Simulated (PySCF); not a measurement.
The calculation's input:

```
{"job": {"kind": "nmr", "xc": "PBE0", "basis": "pcSseg-1"}, "charge": 0, "multiplicity": 1}
Si    -1.367973     0.585966     0.468708
Cl    -1.934224    -1.008188     1.599407
Cl    -0.839503     2.128617     1.683796
Cl    -2.873800     1.153918    -0.767997
O     -0.093365     0.162532    -0.464266
Si     1.368055    -0.558802    -0.594746
Cl     2.423299    -0.265211     1.119076
Cl     2.339738     0.281468    -2.164105
Cl     1.110503    -2.549750    -0.905543
```

Launched as:

```sh
OMP_NUM_THREADS=1 python probes_run.py task.json out
```

Geometry: PBE0-D3(BJ)/def2-SVP.

The calculation used PySCF 2.14.0, PBE0/pcSseg-1, SCF density, gas phase, non-relativistic.

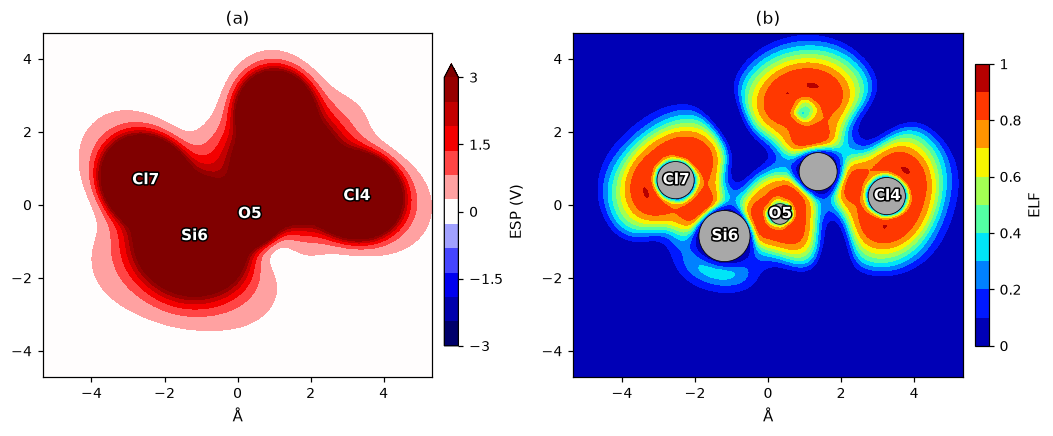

Cl6OSi2. (a) molecular electrostatic potential; (b) electron localisation function on the plane of atoms O5, Si6 and Cl7. Grey discs cover the atomic cores in the ELF map.

What does the map show?

- The plane passes through Cl, O and Si nuclei.
- Si–O (1.63 Å): the ELF peaks at about 0.85 between the atoms: a polar covalent bond.
- Si–Cl (2.03 Å): the ELF peaks at about 0.90 between the atoms: a polar covalent bond.
- The ELF also peaks beside O5, Cl4, Cl7 and Cl3, away from the bonds: lone-pair regions.
- The potential has no marked negative region in this plane.
